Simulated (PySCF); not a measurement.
# Si3NH9: NMR shifts at several levels of theory

How much do the NMR shifts of Si3NH9 (`[SiH3]N([SiH3])[SiH3]`) depend on the level of theory, and what does each level cost?

Computed with PySCF 2.14.0, with density-fitted response routines of our own, on a single molecule in the gas phase. Atoms count from 0, in the outputs and in this text.

## 1. The molecule as given

13 atoms, charge 0, multiplicity 1; geometry from: GFN2-xTB. The atoms were then displaced at random by about 0.03 Å, so the start is not that level's minimum.

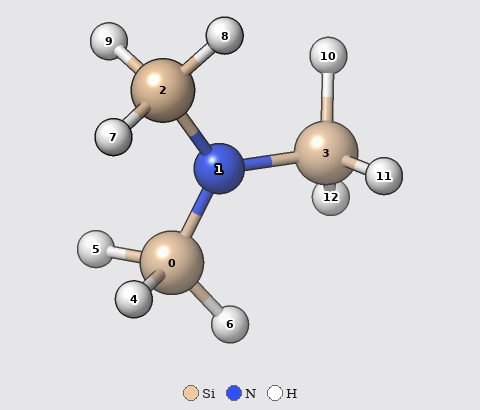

As it starts; silicon light orange, nitrogen blue, hydrogen white, atoms numbered.

## 2. Geometry optimisation at PBE0-D3(BJ)/def2-SVP

The job: settings as JSON, then the geometry in Å.

```
{"job": {"xc": "PBE0", "basis": "def2-SVP", "d3": "d3bj", "grid": 1, "shake": 0.03, "kind": "geom"}, "charge": 0, "multiplicity": 1}
Si     0.479290     1.614260     0.075630
N     -0.001270    -0.019640     0.049880
Si    -1.718400    -0.461530     0.230710
Si     1.343640    -1.232020    -0.084270
H     -0.445480     2.356190    -0.939500
H      0.177440     2.254050     1.396510
H      1.851050     1.814650    -0.315530
H     -2.439160     0.539220    -0.464370
H     -1.846140    -1.769780    -0.259120
H     -2.002560    -0.463230     1.714470
H      0.780390    -2.417220     0.714560
H      1.440760    -1.586650    -1.466950
H      2.402300    -0.679420     0.456140
```

Launch:

```console
> OMP_NUM_THREADS=1 python probes_run.py task.json out
```

One launch serves the whole session: the jobs run in the order shown.

The program printed:

```text
step   0  E = -927.89981064  max force = 0.121048
step   1  E = -927.93262198  max force = 0.015547
step   2  E = -927.93360775  max force = 0.003910
step   3  E = -927.93374689  max force = 0.001029
step   4  E = -927.93376251  max force = 0.000693
step   5  E = -927.93378116  max force = 0.000544
step   6  E = -927.93380928  max force = 0.000954
step   7  E = -927.93386563  max force = 0.002532
step   8  E = -927.93391412  max force = 0.003857
step   9  E = -927.93397081  max force = 0.002701
step  10  E = -927.93408646  max force = 0.000635
step  11  E = -927.93414577  max force = 0.001046
step  12  E = -927.93415643  max force = 0.001867
step  13  E = -927.93424987  max force = 0.001516
step  14  E = -927.93427549  max force = 0.001035
step  15  E = -927.93434126  max force = 0.000900
step  16  E = -927.93438640  max force = 0.001291
step  17  E = -927.93446200  max force = 0.002913
step  18  E = -927.93453012  max force = 0.000774
step  19  E = -927.93458100  max force = 0.000413
step  20  E = -927.93459328  max force = 0.000240
optimisation converged
```

Wall time 86 s (1 thread of Intel Xeon Platinum 8488C, shared host); peak memory 0.46 GiB.

The steps of the relaxation:

```
step  energy from step 0 (eV)  largest force component (eV/Å)
   0                   0.0000                          6.2245
   1                  -0.8928                          0.7995
   2                  -0.9197                          0.2011
   3                  -0.9235                          0.0529
   4                  -0.9239                          0.0356
   5                  -0.9244                          0.0280
   6                  -0.9252                          0.0491
   7                  -0.9267                          0.1302
   8                  -0.9280                          0.1983
   9                  -0.9295                          0.1389
  10                  -0.9327                          0.0327
  11                  -0.9343                          0.0538
  12                  -0.9346                          0.0960
  13                  -0.9371                          0.0780
  14                  -0.9378                          0.0532
  15                  -0.9396                          0.0463
  16                  -0.9409                          0.0664
  17                  -0.9429                          0.1498
  18                  -0.9448                          0.0398
  19                  -0.9461                          0.0212
  20                  -0.9465                          0.0123
```

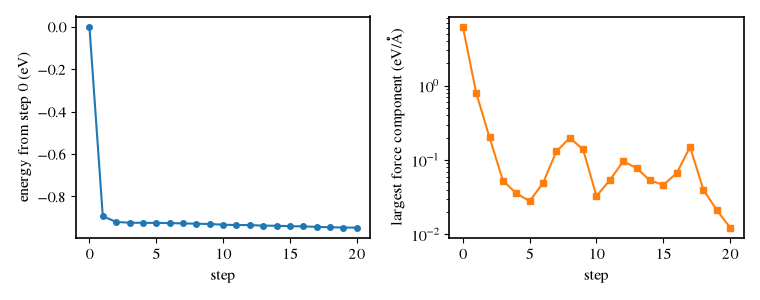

Energy and largest force along the relaxation.

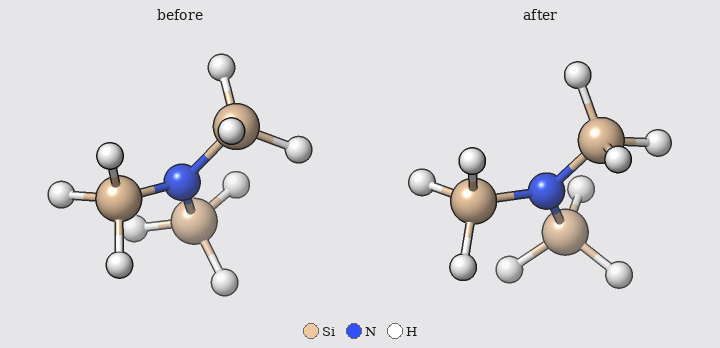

The geometry before (left) and after (right).

Distances of close pairs at the start and the end, largest changes first:

```
   bond  before (Å)  after (Å)  change (Å)
Si3–H12       1.311      1.495      +0.184
 Si2–H8       1.403      1.495      +0.092
 Si2–H7       1.416      1.495      +0.079
 Si0–H4       1.561      1.495      -0.066
Si3–H11       1.431      1.495      +0.064
 N1–Si3       1.816      1.754      -0.062
 Si0–H6       1.440      1.495      +0.054
 Si0–N1       1.703      1.753      +0.050
```

The final coordinates are the input of the step that follows.

```
                         at the end point                value
rotational constants (GHz, main isotopes)  3.059, 3.038, 1.610
                        dipole moment (D)                 0.01
```

## 3. Nuclear shieldings: WP04/pcSseg-2

The job: settings as JSON, then the geometry in Å.

```
{"job": {"kind": "nmr", "xc": "WP04", "basis": "pcSseg-2", "pop": false}, "charge": 0, "multiplicity": 1}
Si     0.350111     1.697785    -0.181109
N      0.004341    -0.001270     0.079991
Si    -1.640324    -0.523381     0.397095
Si     1.297266    -1.185066     0.038116
H     -0.372619     2.230473    -1.376385
H     -0.039228     2.525865     1.001142
H      1.823297     1.820603    -0.402605
H     -2.510672     0.690445     0.332211
H     -2.105393    -1.515559    -0.619438
H     -1.770346    -1.147563     1.749174
H      0.680550    -2.519532     0.310713
H      1.969208    -1.219849    -1.296616
H      2.335667    -0.904070     1.075871
```

Level: GIAO WP04/pcSseg-2 NMR shielding, non-relativistic, gas phase.

The program printed:

```text
coarse grid: 11520 points
cycle   1  E = -939.9558639571  dE = -1.671e-01  |g| = 7.554e-01  |ddm| = 2.579e+00
cycle   2  E = -939.6448157270  dE =  3.110e-01  |g| = 1.326e+00  |ddm| = 1.179e+00
cycle   3  E = -940.0613838742  dE = -4.166e-01  |g| = 1.314e-01  |ddm| = 9.339e-01
cycle   4  E = -940.0656393651  dE = -4.255e-03  |g| = 1.863e-02  |ddm| = 1.159e-01
cycle   5  E = -940.0657279191  dE = -8.855e-05  |g| = 6.636e-03  |ddm| = 2.521e-02
cycle   6  E = -940.0657370219  dE = -9.103e-06  |g| = 6.738e-04  |ddm| = 6.734e-03
final grid: 95120 points
cycle   7  E = -940.0828732192  dE = -3.809e-05  |g| = 3.657e-03  |ddm| = 2.742e-02
cycle   8  E = -940.0828678386  dE =  5.381e-06  |g| = 5.998e-03  |ddm| = 5.522e-03
cycle   9  E = -940.0828754896  dE = -7.651e-06  |g| = 7.173e-04  |ddm| = 3.486e-03
cycle  10  E = -940.0828755765  dE = -8.692e-08  |g| = 1.049e-04  |ddm| = 3.905e-04
cycle  11  E = -940.0828755779  dE = -1.408e-09  |g| = 2.356e-05  |ddm| = 1.093e-04
cycle  12  E = -940.0828755781  dE = -1.673e-10  |g| = 2.895e-06  |ddm| = 2.592e-05
converged SCF energy = -940.0828755781

GIAO shielding tensors (ppm)
atom      isotropic    diamagn.    paramagn.     s11        s22        s33       span
  0 Si     378.925     880.191    -501.266    345.801    355.937    435.037     89.235
  1 N      263.064     330.796     -67.731    261.369    263.667    264.157      2.787
  2 Si     378.719     880.164    -501.446    345.788    355.599    434.769     88.981
  3 Si     378.759     880.184    -501.425    345.768    355.694    434.816     89.048
  4 H       27.545      30.020      -2.475     24.474     25.693     32.470      7.996
  5 H       27.546      29.876      -2.330     24.474     25.697     32.467      7.993
  6 H       27.610      30.179      -2.569     24.463     26.387     31.981      7.518
  7 H       27.606      30.150      -2.543     24.461     26.389     31.969      7.508
  8 H       27.549      30.005      -2.456     24.485     25.711     32.453      7.968
  9 H       27.547      29.841      -2.293     24.473     25.682     32.487      8.014
 10 H       27.608      30.152      -2.545     24.459     26.408     31.956      7.497
 11 H       27.545      30.004      -2.459     24.468     25.684     32.484      8.017
 12 H       27.545      29.868      -2.323     24.475     25.698     32.461      7.986
```

It took 39 s on 1 thread of Intel Xeon Platinum 8488C, shared host; peak memory 1.2 GiB.

The references, computed at this level on geometries of the same kind, shield at (ppm): ¹H TMS 31.61, ²⁹Si TMS 328.0, ¹⁵N NH3 244.7. Their shielding less the atom's gives the shift. The references are single molecules in the gas phase, so shifts against H2O, NH3, PH3, H3PO4 or CFCl3 are not on the usual liquid scales and can be off by tens of ppm. Atoms listed in one row are averaged.

```
                        atoms                        environment  σ (ppm)  δ (ppm)
H4, H5, H6, H7, H8 and 4 more  hydrogen on a silicon bonded to N    27.57     4.04
                Si0, Si2, Si3           silicon bonded to N, 3 H    378.8    -50.8
                           N1            nitrogen bonded to 3 Si    263.1    -18.3
```

## 4. Shielding tensors: B97-2/pcSseg-2

The job, as its differences from that of step 3:

```diff
@@ -1,2 +1,2 @@
-{"job": {"kind": "nmr", "xc": "WP04", "basis": "pcSseg-2", "pop": false}, "charge": 0, "multiplicity": 1}
+{"job": {"kind": "nmr", "xc": "B97-2", "basis": "pcSseg-2", "pop": false}, "charge": 0, "multiplicity": 1}
 Si     0.350111     1.697785    -0.181109
```

With the program's defaults for keys left out, this is: GIAO B97-2/pcSseg-2 NMR shielding, non-relativistic, gas phase.

The program printed:

```text
coarse grid: 11520 points
cycle   1  E = -928.7255205403  dE = -1.560e-01  |g| = 4.703e-01  |ddm| = 2.601e+00
cycle   2  E = -928.6453201543  dE =  8.020e-02  |g| = 7.444e-01  |ddm| = 6.761e-01
cycle   3  E = -928.7683023877  dE = -1.230e-01  |g| = 7.073e-02  |ddm| = 4.811e-01
cycle   4  E = -928.7694901487  dE = -1.188e-03  |g| = 1.557e-02  |ddm| = 7.054e-02
cycle   5  E = -928.7695384725  dE = -4.832e-05  |g| = 1.135e-03  |ddm| = 1.437e-02
cycle   6  E = -928.7695388138  dE = -3.413e-07  |g| = 2.257e-04  |ddm| = 1.484e-03
final grid: 95120 points
cycle   7  E = -928.7789608848  dE = -5.186e-05  |g| = 4.621e-03  |ddm| = 2.773e-02
cycle   8  E = -928.7789617127  dE = -8.279e-07  |g| = 1.544e-03  |ddm| = 2.060e-03
cycle   9  E = -928.7789618225  dE = -1.098e-07  |g| = 4.209e-04  |ddm| = 7.403e-04
cycle  10  E = -928.7789618591  dE = -3.656e-08  |g| = 1.281e-04  |ddm| = 3.159e-04
cycle  11  E = -928.7789618624  dE = -3.334e-09  |g| = 1.711e-05  |ddm| = 7.129e-05
cycle  12  E = -928.7789618625  dE = -7.458e-11  |g| = 1.987e-06  |ddm| = 1.775e-05
converged SCF energy = -928.7789618625

GIAO shielding tensors (ppm)
atom      isotropic    diamagn.    paramagn.     s11        s22        s33       span
  0 Si     393.937     878.236    -484.298    358.327    363.377    460.108    101.780
  1 N      280.162     329.399     -49.237    279.493    280.101    280.893      1.400
  2 Si     393.718     878.211    -484.493    358.382    362.944    459.829    101.448
  3 Si     393.738     878.232    -484.495    358.281    363.044    459.887    101.606
  4 H       26.701      29.194      -2.492     23.516     24.800     31.788      8.272
  5 H       26.702      29.085      -2.384     23.518     24.801     31.785      8.268
  6 H       26.731      29.324      -2.593     23.513     25.468     31.211      7.698
  7 H       26.726      29.298      -2.572     23.510     25.471     31.197      7.687
  8 H       26.704      29.184      -2.479     23.529     24.815     31.769      8.240
  9 H       26.704      29.056      -2.352     23.516     24.789     31.806      8.290
 10 H       26.726      29.304      -2.578     23.508     25.489     31.182      7.674
 11 H       26.701      29.178      -2.477     23.510     24.789     31.803      8.293
 12 H       26.701      29.079      -2.379     23.519     24.804     31.778      8.259
```

It took 37 s on 1 thread of Intel Xeon Platinum 8488C, shared host; peak memory 1.2 GiB.

Key values: δ Si0 -46.2, N1 -20.6, H4 4.65 ppm (means over like atoms).

## 5. NMR shieldings: BHandHLYP/pcSseg-2

The job, as its differences from that of step 4:

```diff
@@ -1,2 +1,2 @@
-{"job": {"kind": "nmr", "xc": "B97-2", "basis": "pcSseg-2", "pop": false}, "charge": 0, "multiplicity": 1}
+{"job": {"kind": "nmr", "xc": "BHandHLYP", "basis": "pcSseg-2", "pop": false}, "charge": 0, "multiplicity": 1}
 Si     0.350111     1.697785    -0.181109
```

Level: GIAO BHandHLYP/pcSseg-2 NMR shielding, non-relativistic, gas phase.

The program printed:

```text
coarse grid: 11520 points
cycle   1  E = -928.6829039498  dE = -1.846e-01  |g| = 4.328e-01  |ddm| = 2.545e+00
cycle   2  E = -928.6804768752  dE =  2.427e-03  |g| = 4.551e-01  |ddm| = 4.757e-01
cycle   3  E = -928.7231885021  dE = -4.271e-02  |g| = 6.502e-02  |ddm| = 2.711e-01
cycle   4  E = -928.7241635753  dE = -9.751e-04  |g| = 1.493e-02  |ddm| = 6.477e-02
cycle   5  E = -928.7242011406  dE = -3.757e-05  |g| = 9.048e-04  |ddm| = 1.086e-02
cycle   6  E = -928.7242014153  dE = -2.747e-07  |g| = 1.483e-04  |ddm| = 1.330e-03
final grid: 95120 points
cycle   7  E = -928.7335261786  dE = -8.275e-06  |g| = 1.469e-03  |ddm| = 1.081e-02
cycle   8  E = -928.7335260935  dE =  8.505e-08  |g| = 1.511e-03  |ddm| = 2.099e-03
cycle   9  E = -928.7335265679  dE = -4.744e-07  |g| = 2.389e-04  |ddm| = 9.408e-04
cycle  10  E = -928.7335265777  dE = -9.817e-09  |g| = 3.055e-05  |ddm| = 1.430e-04
cycle  11  E = -928.7335265779  dE = -1.560e-10  |g| = 2.637e-06  |ddm| = 4.046e-05
converged SCF energy = -928.7335265779

GIAO shielding tensors (ppm)
atom      isotropic    diamagn.    paramagn.     s11        s22        s33       span
  0 Si     395.236     876.496    -481.260    361.251    367.373    457.085     95.835
  1 N      281.686     330.919     -49.233    280.650    281.248    283.161      2.510
  2 Si     394.994     876.473    -481.479    361.277    366.931    456.775     95.498
  3 Si     395.033     876.493    -481.460    361.185    367.050    456.864     95.679
  4 H       26.955      29.058      -2.103     23.766     25.029     32.071      8.304
  5 H       26.956      28.968      -2.012     23.768     25.034     32.068      8.300
  6 H       26.973      29.195      -2.222     23.715     25.720     31.483      7.768
  7 H       26.969      29.170      -2.200     23.714     25.723     31.471      7.757
  8 H       26.958      29.050      -2.092     23.778     25.046     32.051      8.273
  9 H       26.959      28.939      -1.980     23.767     25.020     32.090      8.322
 10 H       26.970      29.179      -2.209     23.711     25.742     31.456      7.745
 11 H       26.956      29.042      -2.086     23.760     25.021     32.086      8.326
 12 H       26.955      28.962      -2.007     23.770     25.035     32.061      8.291
```

Wall time 35 s (1 thread of Intel Xeon Platinum 8488C, shared host); peak memory 1.2 GiB.

Key values: δ Si0 -49.3, N1 -21.9, H4 4.49 ppm (means over like atoms).

## 6. Nuclear shieldings: CAM-B3LYP/pcSseg-2

The job, as its differences from that of step 5:

```diff
@@ -1,2 +1,2 @@
-{"job": {"kind": "nmr", "xc": "BHandHLYP", "basis": "pcSseg-2", "pop": false}, "charge": 0, "multiplicity": 1}
+{"job": {"kind": "nmr", "xc": "CAM-B3LYP", "basis": "pcSseg-2", "pop": false}, "charge": 0, "multiplicity": 1}
 Si     0.350111     1.697785    -0.181109
```

With the program's defaults for keys left out, this is: GIAO CAM-B3LYP/pcSseg-2 NMR shielding, non-relativistic, gas phase.

The program printed:

```text
coarse grid: 11520 points
cycle   1  E = -928.6993730283  dE = -1.743e-01  |g| = 4.861e-01  |ddm| = 2.550e+00
cycle   2  E = -928.6795355642  dE =  1.984e-02  |g| = 5.780e-01  |ddm| = 5.390e-01
cycle   3  E = -928.7464897676  dE = -6.695e-02  |g| = 6.591e-02  |ddm| = 3.190e-01
cycle   4  E = -928.7474698524  dE = -9.801e-04  |g| = 1.752e-02  |ddm| = 6.751e-02
cycle   5  E = -928.7475189582  dE = -4.911e-05  |g| = 1.236e-03  |ddm| = 1.351e-02
cycle   6  E = -928.7475195355  dE = -5.773e-07  |g| = 2.269e-04  |ddm| = 2.231e-03
final grid: 95120 points
cycle   7  E = -928.7609738464  dE = -1.263e-05  |g| = 2.157e-03  |ddm| = 1.250e-02
cycle   8  E = -928.7609733748  dE =  4.716e-07  |g| = 2.513e-03  |ddm| = 2.836e-03
cycle   9  E = -928.7609746395  dE = -1.265e-06  |g| = 3.270e-04  |ddm| = 1.410e-03
cycle  10  E = -928.7609746559  dE = -1.640e-08  |g| = 4.492e-05  |ddm| = 1.790e-04
cycle  11  E = -928.7609746561  dE = -2.719e-10  |g| = 3.063e-06  |ddm| = 5.354e-05
converged SCF energy = -928.7609746561

GIAO shielding tensors (ppm)
atom      isotropic    diamagn.    paramagn.     s11        s22        s33       span
  0 Si     379.151     877.136    -497.985    342.474    347.228    447.751    105.277
  1 N      280.388     329.923     -49.535    279.535    280.169    281.461      1.926
  2 Si     378.889     877.113    -498.225    342.519    346.713    447.435    104.916
  3 Si     378.929     877.134    -498.205    342.419    346.840    447.526    105.107
  4 H       26.705      28.838      -2.133     23.537     24.792     31.785      8.247
  5 H       26.705      28.760      -2.055     23.540     24.794     31.782      8.242
  6 H       26.717      28.978      -2.261     23.512     25.470     31.169      7.657
  7 H       26.713      28.954      -2.241     23.510     25.473     31.157      7.647
  8 H       26.707      28.832      -2.125     23.550     24.807     31.764      8.214
  9 H       26.708      28.732      -2.024     23.538     24.782     31.804      8.266
 10 H       26.714      28.964      -2.250     23.508     25.491     31.142      7.634
 11 H       26.704      28.822      -2.117     23.531     24.782     31.800      8.269
 12 H       26.704      28.754      -2.050     23.542     24.797     31.774      8.232
```

It took 49 s on 1 thread of Intel Xeon Platinum 8488C, shared host; peak memory 1.4 GiB.

Key values: δ Si0 -50.0, N1 -18.6, H4 4.63 ppm (means over like atoms).

## 7. Shielding tensors: wB97X-D/pcSseg-2

The job, as its differences from that of step 6:

```diff
@@ -1,2 +1,2 @@
-{"job": {"kind": "nmr", "xc": "CAM-B3LYP", "basis": "pcSseg-2", "pop": false}, "charge": 0, "multiplicity": 1}
+{"job": {"kind": "nmr", "xc": "wB97X-D", "basis": "pcSseg-2", "pop": false}, "charge": 0, "multiplicity": 1}
 Si     0.350111     1.697785    -0.181109
```

Method: GIAO wB97X-D/pcSseg-2 NMR shielding, non-relativistic, gas phase.

The program printed:

```text
coarse grid: 11520 points
cycle   1  E = -928.6672994956  dE = -1.852e-01  |g| = 4.708e-01  |ddm| = 2.558e+00
cycle   2  E = -928.6672682685  dE =  3.123e-05  |g| = 4.878e-01  |ddm| = 4.868e-01
cycle   3  E = -928.7152232198  dE = -4.795e-02  |g| = 5.874e-02  |ddm| = 2.609e-01
cycle   4  E = -928.7161269343  dE = -9.037e-04  |g| = 1.827e-02  |ddm| = 6.932e-02
cycle   5  E = -928.7161873539  dE = -6.042e-05  |g| = 1.959e-03  |ddm| = 1.616e-02
cycle   6  E = -928.7161890932  dE = -1.739e-06  |g| = 3.755e-04  |ddm| = 4.587e-03
final grid: 95120 points
cycle   7  E = -928.7378507863  dE = -8.915e-05  |g| = 7.866e-03  |ddm| = 3.127e-02
cycle   8  E = -928.7378467991  dE =  3.987e-06  |g| = 9.106e-03  |ddm| = 8.648e-03
cycle   9  E = -928.7378629502  dE = -1.615e-05  |g| = 5.688e-04  |ddm| = 4.438e-03
cycle  10  E = -928.7378630140  dE = -6.385e-08  |g| = 1.791e-04  |ddm| = 5.567e-04
cycle  11  E = -928.7378630222  dE = -8.181e-09  |g| = 1.972e-05  |ddm| = 2.014e-04
cycle  12  E = -928.7378630225  dE = -3.449e-10  |g| = 5.889e-06  |ddm| = 6.333e-05
converged SCF energy = -928.7378630225

GIAO shielding tensors (ppm)
atom      isotropic    diamagn.    paramagn.     s11        s22        s33       span
  0 Si     387.565     877.739    -490.175    351.065    356.089    455.540    104.475
  1 N      281.220     329.758     -48.538    280.551    281.176    281.932      1.380
  2 Si     387.316     877.715    -490.399    351.118    355.595    455.236    104.118
  3 Si     387.349     877.738    -490.388    351.008    355.697    455.343    104.335
  4 H       26.687      29.018      -2.331     23.502     24.766     31.794      8.292
  5 H       26.687      28.920      -2.233     23.502     24.769     31.791      8.288
  6 H       26.697      29.138      -2.441     23.468     25.442     31.183      7.714
  7 H       26.693      29.113      -2.420     23.466     25.445     31.170      7.704
  8 H       26.689      29.008      -2.319     23.513     24.781     31.773      8.260
  9 H       26.690      28.892      -2.202     23.501     24.756     31.813      8.311
 10 H       26.694      29.124      -2.430     23.464     25.463     31.155      7.691
 11 H       26.687      29.001      -2.314     23.495     24.757     31.809      8.314
 12 H       26.686      28.915      -2.229     23.505     24.771     31.783      8.278
```

Wall time 52 s (1 thread of Intel Xeon Platinum 8488C, shared host); peak memory 1.3 GiB.

Key values: δ Si0 -46.7, N1 -21.2, H4 4.67 ppm (means over like atoms).

[end of part 1 of 2]
